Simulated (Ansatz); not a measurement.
## Nudged elastic band of GeH₄S₂

GeH₄S₂, computed with RKS B3LYP-D4/def2-SVP (Ansatz 0.2.0).

It belongs to a series of runs on one base structure; here: band between the two ends. Figures and captions count atoms from 1; the log counts them from 0 in places.

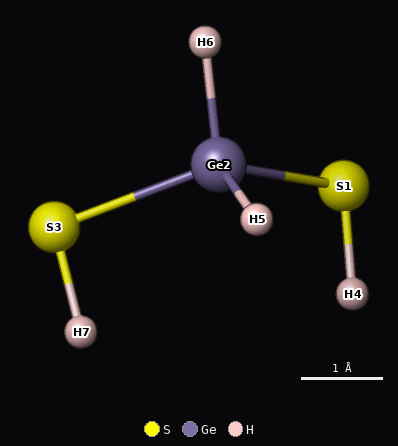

Fig. 1: The input geometry (ball-and-stick view, seen at a tilt; atoms are numbered from 1 in the order of the input). Sticks mark near contacts.

### The input
```yaml
crystal:
  periodic: [false, false, false]
  atoms:
    - { symbol: S, position_ang: [-2.019033, -0.08787, -0.187638] }
    - { symbol: Ge, position_ang: [0.075693, 0.587523, 0.263239] }
    - { symbol: S, position_ang: [1.441237, -1.044111, 0.985163] }
    - { symbol: H, position_ang: [-1.678527, -0.746173, -1.320202] }
    - { symbol: H, position_ang: [0.688298, 1.248734, -0.987308] }
    - { symbol: H, position_ang: [-0.061205, 1.5603, 1.443769] }
    - { symbol: H, position_ang: [1.614737, -1.586404, -0.242724] }
basis:
  gaussian: { orbitals: def2-SVP }
hamiltonian:
  xc: b3lyp
  dispersion: d4
neb:
  order_check: false
  images: 8
  f_tol: 0.05
  max_iterations: 51
  climbing: false
  final_atoms:
    - { symbol: S, position_ang: [-1.80304961, -0.61432096, -0.81397047] }
    - { symbol: Ge, position_ang: [0.0861713, 0.28484925, 0.00013525] }
    - { symbol: S, position_ang: [1.28465818, -1.44093584, 0.79101858] }
    - { symbol: H, position_ang: [-2.58556401, 0.39326637, -0.36124481] }
    - { symbol: H, position_ang: [0.9246659, 0.98167086, -1.09154305] }
    - { symbol: H, position_ang: [-0.30445303, 1.28493887, 1.10784443] }
    - { symbol: H, position_ang: [2.45877127, -0.95746955, 0.32205907] }
  initial_path:
    images:
      - { positions_ang: [[-2.019033, -0.08787, -0.187638], [0.075693, 0.587523, 0.263239], [1.441237, -1.044111, 0.985163], [-1.678527, -0.746173, -1.320202], [0.688298, 1.248734, -0.987308], [-0.061205, 1.5603, 1.443769], [1.614737, -1.586404, -0.242724]] }
      - { positions_ang: [[-2.03206989, -0.14470644, -0.16018805], [0.05933353, 0.51601511, 0.23071208], [1.38226771, -1.15164533, 0.90408013], [-1.77899127, -0.55476777, -1.3326475], [0.64910997, 1.15987549, -1.04394681], [-0.01373981, 1.51283564, 1.39708879], [1.79528975, -1.4056077, -0.04079965]] }
      - { positions_ang: [[-2.04510678, -0.20154289, -0.13273809], [0.04297406, 0.44450722, 0.19818516], [1.32329841, -1.25917965, 0.82299726], [-1.87945554, -0.36336254, -1.34509301], [0.60992194, 1.07101698, -1.10058561], [0.03372539, 1.46537128, 1.35040859], [1.97584251, -1.22481139, 0.16112471]] }
      - { positions_ang: [[-2.05814366, -0.25837933, -0.10528814], [0.02661459, 0.37299932, 0.16565824], [1.26432912, -1.36671398, 0.74191439], [-1.9799198, -0.1719573, -1.35753851], [0.57073391, 0.98215846, -1.15722442], [0.08119058, 1.41790692, 1.30372838], [2.15639526, -1.04401509, 0.36304906]] }
      - { positions_ang: [[-2.07118055, -0.31521577, -0.07783819], [0.01025513, 0.30149143, 0.13313132], [1.20535982, -1.47424831, 0.66083152], [-2.08038407, 0.01944793, -1.36998402], [0.53154588, 0.89329995, -1.21386322], [0.12865578, 1.37044256, 1.25704818], [2.33694802, -0.86321879, 0.56497341]] }
      - { positions_ang: [[-2.0471824, -0.37371033, -0.14743069], [0.01141938, 0.26786101, 0.10389757], [1.18796217, -1.51833996, 0.63925991], [-2.18116596, 0.1460523, -1.26343322], [0.55780898, 0.86362627, -1.22544489], [0.10162822, 1.33984688, 1.21972322], [2.43072961, -0.79333718, 0.62772709]] }
      - { positions_ang: [[-1.9861492, -0.43386298, -0.31406563], [0.03010736, 0.27210807, 0.07795699], [1.21213617, -1.49898893, 0.67719958], [-2.28226547, 0.20785582, -1.03788611], [0.64952321, 0.89313742, -1.19196943], [0.00010791, 1.32611988, 1.19175352], [2.43774002, -0.83437028, 0.55131008]] }
      - { positions_ang: [[-1.925116, -0.49401564, -0.48070058], [0.04879534, 0.27635513, 0.05201641], [1.23631017, -1.4796379, 0.71513924], [-2.38336498, 0.26965934, -0.81233901], [0.74123744, 0.92264857, -1.15849397], [-0.1014124, 1.31239287, 1.16378382], [2.44475044, -0.87540337, 0.47489308]] }
      - { positions_ang: [[-1.86408281, -0.5541683, -0.64733552], [0.06748332, 0.28060219, 0.02607583], [1.26048418, -1.46028687, 0.75307891], [-2.4844645, 0.33146286, -0.58679191], [0.83295167, 0.95215971, -1.12501851], [-0.20293271, 1.29866587, 1.13581413], [2.45176086, -0.91643646, 0.39847608]] }
      - { positions_ang: [[-1.80304961, -0.61432096, -0.81397047], [0.0861713, 0.28484925, 0.00013525], [1.28465818, -1.44093584, 0.79101858], [-2.58556401, 0.39326637, -0.36124481], [0.9246659, 0.98167086, -1.09154305], [-0.30445303, 1.28493887, 1.10784443], [2.45877127, -0.95746955, 0.32205907]] }
```

Run on 1 thread of Arm Neoverse V1, 24 GiB of memory available, shared host.

Run as:
```bash
ansatz run input.yaml --threads 1 --pin off --max-ram 2048MiB --backend cpu --events-out ev --progress --plain --runs-dir out
```

### What the program printed
```
Engine: ansatz 0.2.0, aarch64-unknown-linux-gnu
Functional definition: B3LYP
  parameter a0 = 0.2
  parameter ax = 0.72
  parameter ac = 0.81
  exchange = (1 - a0 - ax)*slater_x + ax*b88_x + a0*exact_x
  correlation = (1 - ac)*vwn_rpa_c + ac*lyp_c
900 factors; integrals over basis functions are off by at most 2.9e-4 eV
mean field evaluation 1: about -78242.7869 eV, gradient 2.2e1 eV
mean field evaluation 2: about -78242.5922 eV, gradient 2.5e1 eV
mean field evaluation 4: about -78243.6859 eV, gradient 5.2e-1 eV
mean field evaluation 8: about -78243.6947 eV, gradient 1.3e-2 eV
mean field -78243.69466864 eV, -2875.4027435913 hartree, gradient 4.8e-5 eV, S^2 0.000000; 0 other end points of the search recorded, 0 dependent functions left out
the calculation of the forces begins
reference -78243.69489771 eV, -2875.4027520097 hartree; 34, 34 occupied and 54, 54 virtual orbitals, 900 factors
900 factors; integrals over basis functions are off by at most 3.0e-4 eV
mean field evaluation 16: about -78243.6005 eV, gradient 2.9e0 eV
mean field -78243.63407858 eV, -2875.4005169478 hartree, gradient 3.8e-5 eV, S^2 0.000000; 0 other end points of the search recorded, 0 dependent functions left out
[... from here on the field's lines of each further geometry are left out, up to the last ...]
NEB iter   1: max|band force component| = 2.678e1 eV/Å  barrier→ = 5.6056 eV  barrier← = 5.5484 eV  Δτ_max = 0.1948 Å  (238 SCF iters)
NEB iter   2: max|band force component| = 6.647e0 eV/Å  barrier→ = 0.7942 eV  barrier← = 0.7370 eV  Δτ_max = 0.2000 Å  (225 SCF iters)
NEB iter   3: max|band force component| = 3.433e0 eV/Å  barrier→ = 0.3545 eV  barrier← = 0.2973 eV  Δτ_max = 0.2000 Å  (219 SCF iters)
NEB iter   4: max|band force component| = 8.470e-1 eV/Å  barrier→ = 0.1557 eV  barrier← = 0.0985 eV  Δτ_max = 0.1670 Å  (218 SCF iters)
NEB iter   5: max|band force component| = 4.532e-1 eV/Å  barrier→ = 0.1041 eV  barrier← = 0.0468 eV  Δτ_max = 0.0404 Å  (208 SCF iters)
NEB iter   6: max|band force component| = 2.623e-1 eV/Å  barrier→ = 0.0998 eV  barrier← = 0.0425 eV  Δτ_max = 0.1012 Å  (197 SCF iters)
NEB iter   7: max|band force component| = 1.115e-1 eV/Å  barrier→ = 0.0969 eV  barrier← = 0.0396 eV  Δτ_max = 0.1570 Å  (205 SCF iters)
NEB iter   8: max|band force component| = 1.252e-1 eV/Å  barrier→ = 0.0916 eV  barrier← = 0.0344 eV  Δτ_max = 0.0793 Å  (215 SCF iters)
NEB iter   9: max|band force component| = 9.994e-2 eV/Å  barrier→ = 0.0884 eV  barrier← = 0.0311 eV  Δτ_max = 0.0790 Å  (207 SCF iters)
the calculation of the forces begins
reference -78243.60930573 eV, -2875.3996065624 hartree; 34, 34 occupied and 54, 54 virtual orbitals, 901 factors
901 factors; integrals over basis functions are off by at most 3.5e-4 eV
mean field evaluation 704: about -78243.6038 eV, gradient 3.0e-4 eV
mean field -78243.60376161 eV, -2875.3994028196 hartree, gradient 7.5e-6 eV, S^2 0.000000; 1 other end points of the search recorded, 0 dependent functions left out
the calculation of the forces begins
reference -78243.60399385 eV, -2875.3994113543 hartree; 34, 34 occupied and 54, 54 virtual orbitals, 901 factors
NEB iter  10: max|band force component| = 2.825e-2 eV/Å  barrier→ = 0.0860 eV  barrier← = 0.0288 eV  Δτ_max = 0.0000 Å  (400 SCF iters)
```

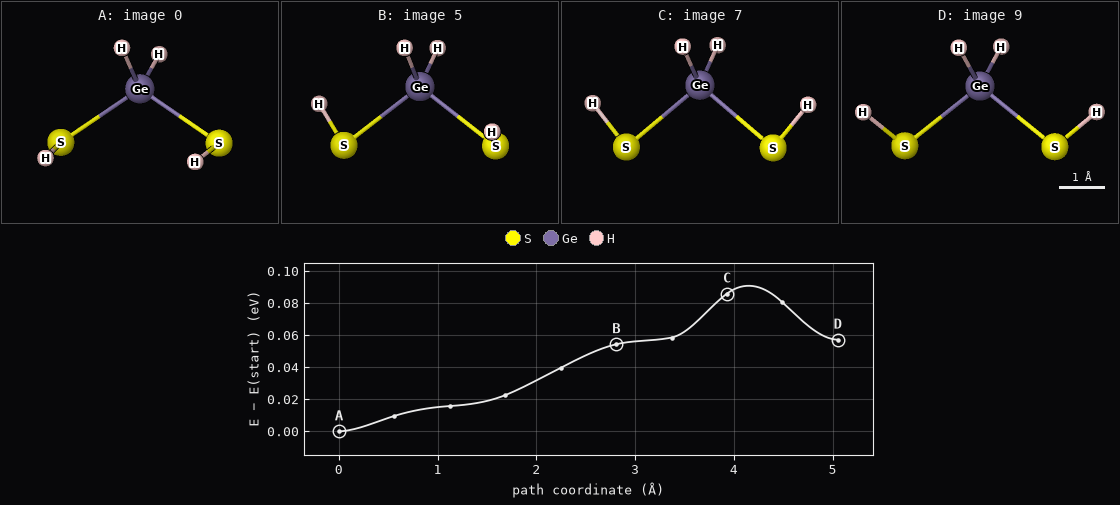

Fig. 2: Images of the last band (counted from 0; ball-and-stick, seen at a tilt) above the energy along the path; the line is a cubic interpolation that uses the forces. The highest image is number 7, 0.086 eV above the start and 0.029 eV above the end; the end lies 0.057 eV above the start. The path is 5.05 Å long. The band converged in 10 iterations.

```
Total energy: -78243.88396564 eV, -2875.4097001279 hartree
Atom 0 at    -1.938841    -0.658221    -0.366953 Å, force    -0.017183    -0.010143     0.019815 eV/Å
Atom 1 at     0.086522     0.247541    -0.028265 Å, force    -0.018967     0.012131    -0.010633 eV/Å
Atom 2 at     1.342173    -1.542308     0.480105 Å, force     0.020704     0.023134    -0.011739 eV/Å
Atom 3 at    -2.473775     0.483596    -0.862245 Å, force     0.025296    -0.006272    -0.015446 eV/Å
Atom 4 at     0.582096     0.948509    -1.312716 Å, force    -0.006549     0.001699    -0.000484 eV/Å
Atom 5 at     0.068688     1.249371     1.147402 Å, force     0.025470    -0.007040     0.008648 eV/Å
Atom 6 at     2.394337    -0.796489     0.896972 Å, force    -0.028771    -0.013508     0.009838 eV/Å
Dipole moment:     0.134337     0.467542    -0.022920 e Å
this run last wrote the band of iteration 10 to [file]
```

### The last band as extended XYZ (Å, eV, eV/Å)
```
7
Properties=species:S:1:pos:R:3:forces:R:3 image=0 energy=-78243.96971
S    -2.0190   -0.0879   -0.1876   -0.0007  -0.0010   0.0022
Ge    0.0757    0.5875    0.2632    0.0011  -0.0009  -0.0008
S     1.4412   -1.0441    0.9852   -0.0005   0.0016   0.0022
H    -1.6785   -0.7462   -1.3202    0.0017   0.0016  -0.0015
H     0.6883    1.2487   -0.9873   -0.0007   0.0001  -0.0013
H    -0.0612    1.5603    1.4438   -0.0001  -0.0003   0.0005
H     1.6147   -1.5864   -0.2427   -0.0007  -0.0011  -0.0013
7
Properties=species:S:1:pos:R:3:forces:R:3 image=1 energy=-78243.96005
S    -2.0841    0.0668   -0.2414   -0.0114   0.0169   0.0211
Ge    0.0496    0.5604    0.2511    0.0113  -0.0151  -0.0135
S     1.2294   -1.2347    0.9237    0.0139   0.0086  -0.0022
H    -1.7730   -0.8379   -1.1975    0.0171  -0.0126  -0.0161
H     0.7812    1.1658   -0.9635    0.0001   0.0062   0.0021
H    -0.0534    1.5496    1.4228   -0.0057  -0.0025   0.0017
H     1.9113   -1.3380   -0.2410   -0.0252  -0.0015   0.0068
7
Properties=species:S:1:pos:R:3:forces:R:3 image=2 energy=-78243.95388
S    -2.1220    0.1188   -0.2241   -0.0068  -0.0067  -0.0089
Ge    0.0369    0.5236    0.2089   -0.0137  -0.0062   0.0133
S     1.0520   -1.4211    0.7184    0.0123   0.0279  -0.0140
H    -1.8607   -0.8081   -1.1757   -0.0031   0.0058   0.0034
H     0.7763    1.1405   -0.9967    0.0069  -0.0041   0.0005
H     0.0071    1.4948    1.4033    0.0069  -0.0024  -0.0013
H     2.1715   -1.1164    0.0202   -0.0025  -0.0144   0.0070
7
Properties=species:S:1:pos:R:3:forces:R:3 image=3 energy=-78243.94706
S    -2.1413    0.0477   -0.1289    0.0091   0.0011  -0.0158
Ge    0.0374    0.4681    0.1553   -0.0072  -0.0024   0.0158
S     1.0592   -1.4971    0.5566    0.0202   0.0253  -0.0003
H    -1.9618   -0.6283   -1.2882   -0.0054  -0.0096   0.0069
H     0.6544    1.1251   -1.0975    0.0086   0.0012   0.0029
H     0.1048    1.4131    1.3698    0.0003   0.0010   0.0017
H     2.3085   -0.9965    0.3872   -0.0255  -0.0166  -0.0112
7
Properties=species:S:1:pos:R:3:forces:R:3 image=4 energy=-78243.92996
S    -2.1337   -0.0780   -0.0536   -0.0026   0.0101   0.0033
Ge    0.0482    0.4003    0.0988    0.0065   0.0070   0.0030
S     1.1591   -1.5256    0.4514   -0.0141  -0.0041   0.0028
H    -2.0785   -0.3710   -1.3733    0.0088  -0.0177  -0.0027
H     0.5144    1.0812   -1.2052    0.0051   0.0022   0.0086
H     0.2156    1.3365    1.3105   -0.0075   0.0022   0.0012
H     2.3360   -0.9114    0.7257    0.0037   0.0004  -0.0161
7
Properties=species:S:1:pos:R:3:forces:R:3 image=5 energy=-78243.91533
S    -2.0892   -0.2903   -0.0301    0.0013   0.0140  -0.0186
Ge    0.0655    0.3305    0.0433   -0.0048  -0.0022   0.0097
S     1.2856   -1.5262    0.3916   -0.0052   0.0053  -0.0019
H    -2.2069   -0.0274   -1.3520   -0.0029  -0.0149   0.0074
H     0.4082    1.0093   -1.2988   -0.0012  -0.0003   0.0031
H     0.2890    1.2929    1.2257    0.0051   0.0004   0.0028
H     2.3090   -0.8569    0.9746    0.0076  -0.0023  -0.0026
7
Properties=species:S:1:pos:R:3:forces:R:3 image=6 energy=-78243.91112
S    -1.9959   -0.5389   -0.1490   -0.0139  -0.0085   0.0156
Ge    0.0908    0.2779   -0.0207   -0.0204   0.0159  -0.0121
S     1.3823   -1.5189    0.3570    0.0108   0.0193  -0.0051
H    -2.3732    0.3095   -1.1345    0.0216  -0.0044   0.0005
H     0.4104    0.9756   -1.3600    0.0110  -0.0046   0.0058
H     0.2663    1.2603    1.1568    0.0095  -0.0084  -0.0032
H     2.2805   -0.8335    1.1046   -0.0186  -0.0093  -0.0015
7
Properties=species:S:1:pos:R:3:forces:R:3 image=7 energy=-78243.88373
S    -1.9388   -0.6582   -0.3670   -0.0172  -0.0101   0.0198
Ge    0.0865    0.2475   -0.0283   -0.0190   0.0121  -0.0106
S     1.3422   -1.5423    0.4801    0.0207   0.0231  -0.0117
H    -2.4738    0.4836   -0.8622    0.0253  -0.0063  -0.0154
H     0.5821    0.9485   -1.3127   -0.0065   0.0017  -0.0005
H     0.0687    1.2494    1.1474    0.0255  -0.0070   0.0086
H     2.3943   -0.7965    0.8970   -0.0288  -0.0135   0.0098
7
Properties=species:S:1:pos:R:3:forces:R:3 image=8 energy=-78243.88910
S    -1.8730   -0.6790   -0.5991   -0.0051   0.0047  -0.0256
Ge    0.0807    0.2547   -0.0114    0.0053  -0.0067  -0.0016
S     1.2974   -1.5190    0.6307   -0.0061   0.0109   0.0234
H    -2.5401    0.5001   -0.6085    0.0046  -0.0106   0.0270
H     0.7613    0.9620   -1.2035    0.0225  -0.0022   0.0027
H    -0.1351    1.2549    1.1450   -0.0186   0.0087   0.0004
H     2.4700   -0.8417    0.6010   -0.0026  -0.0048  -0.0264
7
Properties=species:S:1:pos:R:3:forces:R:3 image=9 energy=-78243.91249
S    -1.8031   -0.6143   -0.8140    0.0019   0.0005  -0.0012
Ge    0.0862    0.2848    0.0001    0.0019   0.0030  -0.0013
S     1.2847   -1.4409    0.7910   -0.0017   0.0018   0.0007
H    -2.5856    0.3933   -0.3612   -0.0002  -0.0010   0.0011
H     0.9247    0.9817   -1.0915   -0.0012  -0.0023   0.0004
H    -0.3045    1.2849    1.1078   -0.0007  -0.0007   0.0012
H     2.4588   -0.9575    0.3221    0.0000  -0.0011  -0.0010
```

### Results in brief

- outcome: converged
- barrier, forward: 0.086 eV
- barrier, backward: 0.029 eV
- wall time: 5.4 min
- peak memory: 0.19 GiB

### Notes

The order of the saddle point was not checked.
